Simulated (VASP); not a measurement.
Band structure of ZnGeP2 (space group P-4m2). Calculation: PBEsol GGA, VASP's PBE PAW potentials (set 64) (plane waves; VASP 6.6.1).

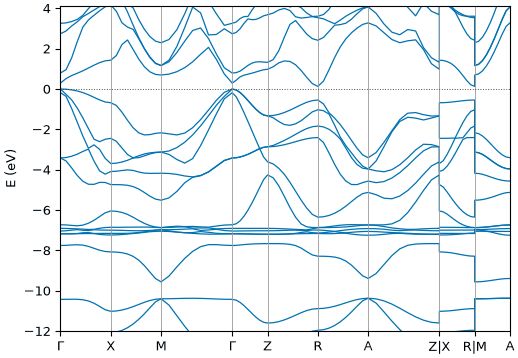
Bands along high-symmetry lines, zero at the valence-band maximum or, without a gap, the Fermi level

**Question.** Read the plot: is there a gap, and where are the band edges?

**Answer.** The gap is indirect, 0.13 eV, from the valence maximum at Γ to the conduction minimum at R. (Edges off the drawn lines would not show.)

The structure comes from a computed database's ZnGeP2 entry (P-4m2); how it stands against other phases isn't given here. It was relaxed first.
